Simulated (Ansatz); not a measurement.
Input

```
crystal:
  periodic: [false, false, false]
  atoms:
    - { symbol: Al, position_ang: [0.0, 0.0, 0.0] }
    - { symbol: F, position_ang: [0.0, 0.0, 2.04] }
    - { symbol: H, position_ang: [1.351, 0.0, -0.78] }
    - { symbol: Cl, position_ang: [-1.9312, 0.0, -1.115] }
    - { symbol: Br, position_ang: [-0.3471, -2.5482, 0.8545] }
    - { symbol: H, position_ang: [-0.1605, -1.1783, 1.9844] }
basis:
  gaussian: { orbitals: def2-SVP }
hamiltonian:
  xc: hf
relax:
  f_tol: 0.15
  max_steps: 25
  restrain:
    - { distance: [0, 4], at: 2.41, k: 30.0 }
    - { distance: [5, 1], at: 0.92, k: 30.0 }
    - { distance: [0, 1], at: 2.89, k: 30.0 }
    - { distance: [5, 4], at: 2.75, k: 30.0 }
output:
  orbitals: {}
```

Launched as:

```sh
ansatz run input.yaml --threads 1 --pin off --max-ram 2048MiB --backend cpu --events-out ev --progress --plain --runs-dir out
```

The fields are those of the run's last geometry, not of the input's.

Not at a stationary point (largest force 1.2 eV/Å).

Level of theory: RHF/def2-SVP in Ansatz.

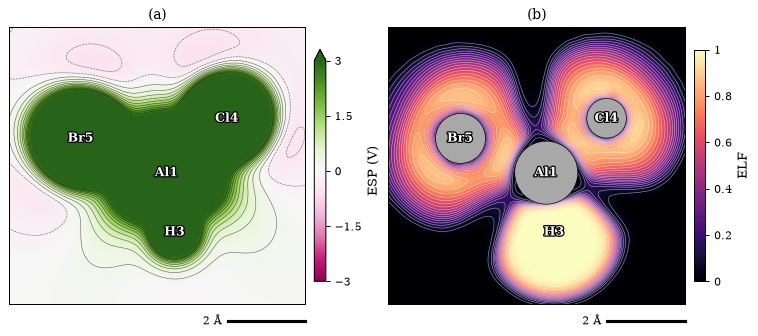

AlBrClH···HF. (a) molecular electrostatic potential; (b) ELF on the plane of atoms Cl4, Al1 and Br5. Grey discs cover the atomic cores in the ELF map.

### Interpret the plot.

- The plane passes through Al, H, Cl and Br nuclei.
- Al–Cl (2.09 Å): the ELF peaks at about 0.90 in the valence shell of Cl, 0.9 Å from its nucleus, and is about 0.85 at the midpoint.
- Al–Br (2.37 Å): the ELF peaks at about 0.90 in the valence shell of Br, 1.2 Å from its nucleus, and is about 0.90 at the midpoint.
- Al–H (1.55 Å): the ELF climbs to about 1 towards the hydrogen.
- The ELF also peaks beside Br5 and Cl4, away from the bonds: lone-pair regions.
- Outside the dense part of the complex the potential is most negative (−0.6 V) near Cl4.
